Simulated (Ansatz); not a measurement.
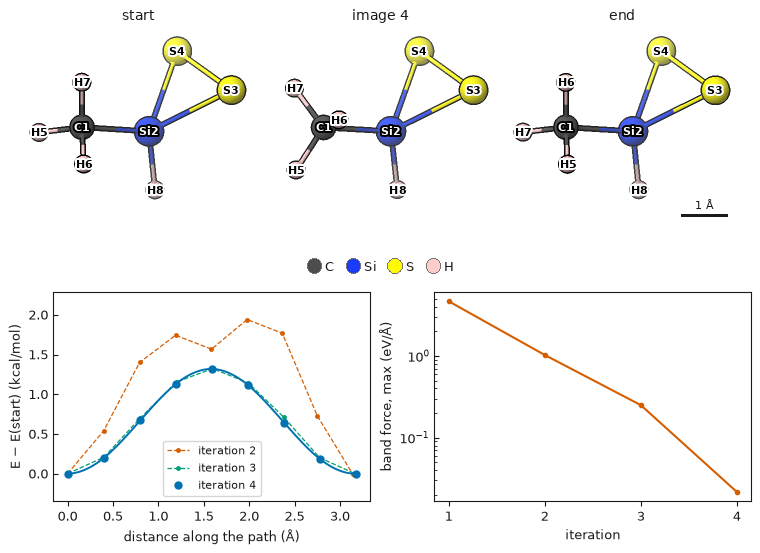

A nudged-elastic-band calculation for CH4S2Si. Images are numbered from 0 (start) to 8 (end). The plot follows the band through its iterations. A ball-and-stick model, seen at a tilt.

Method: RKS LDA/def2-SVP in Ansatz 0.2.0. Settings: 7 movable images; climbing image; force threshold 0.05 eV/Å; iteration limit 60; spring constant 0.5 eV/Å²; starting path through a guess of the saddle point.

Question: Did the band converge, and can the barrier be trusted?

Answer: The run is converged, with reservations. The band converged in 4 iterations. The largest component of the band force went from 4.7 to 0.022 eV/Å. The climbing image converged on the top of the path. Its curvatures weren't checked. The first iteration put the highest image at 17.14 kcal/mol. The barrier is about 1.32 kcal/mol in both directions, with image 4 at the top; the ends have the same energy.

Cost: 72 s on 1 thread of Intel(R) Xeon(R) Processor @ 2.70GHz, on a shared host, peak memory 0.13 GiB.
